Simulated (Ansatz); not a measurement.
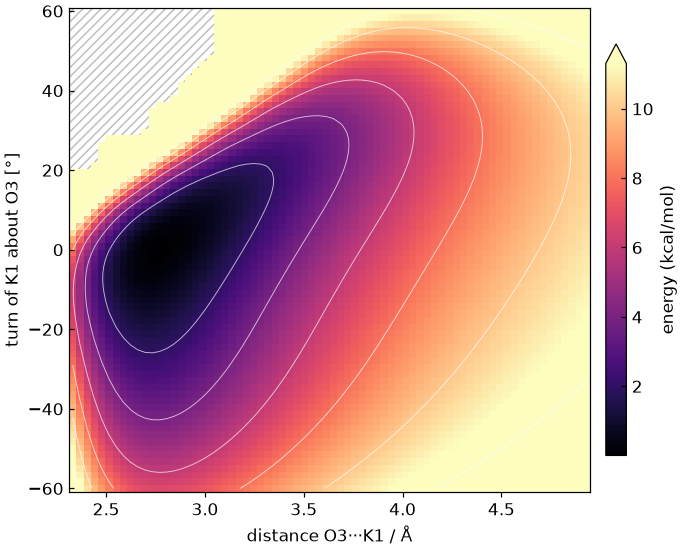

H2KO2, charge +1. 
- The turn is about an axis along (−0.82, −0.57, −0.03) in the frame of the relaxed pair, normal to the line between the partners.
- Coordinates scanned: (1) distance O3···K1; (2) turn of K1 about O3.
- Grid: 15 × 15 points. At 23 points there is no value (left out of the scan, as a rule where atoms come close).
- Points are written as (first, second).
- Energies are in kcal/mol, from the lowest grid point.
- The calculation used RHF/def2-TZVPD in Ansatz 0.2.0.

In the figure: a smooth colour map with a few white contour lines, one colour for all values above the top of the scale, hatched blanks where no value was computed. Between grid points the surface is interpolated.

The lowest grid point is at (2.781 Å, 0.0°). It is the only kind of minimum in the scanned range. The highest grid point, (3.125 Å, 60.0°), lies 67.1 kcal/mol above the lowest. Round the minimum the valley is somewhat tilted: raising distance O3···K1 shifts the best value of turn of K1 about O3 upwards (coupling k₁₂/√(k₁₁k₂₂) about −0.5).

The level of theory is changed to RKS PBE0-D4/def2-TZVPD (Ansatz); with it change the reference geometry, relaxed at the new level; the new grid has 15 × 15 points.

> What does this change do to the map?

The minimum (interpolated where it lies between grid points) moves from about (2.782 Å, 1°) to about (2.732 Å, 1°). The curvature at the minimum changes from about 1.7 to 2 eV/Å² along distance O3···K1 and from about 2.1 to 2.5 eV/rad² along turn of K1 about O3.

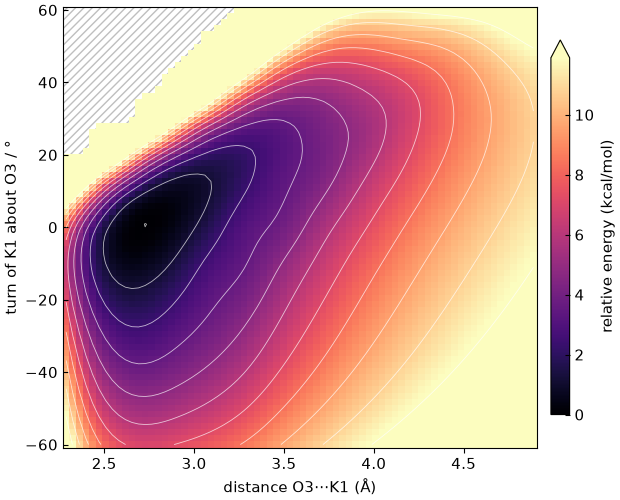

The map after the change, on a colour scale of its own. The picture shows a smooth colour map with a few white contour lines, one colour for all values above the top of the scale, hatched blanks where no value was computed. Between grid points the surface is interpolated.
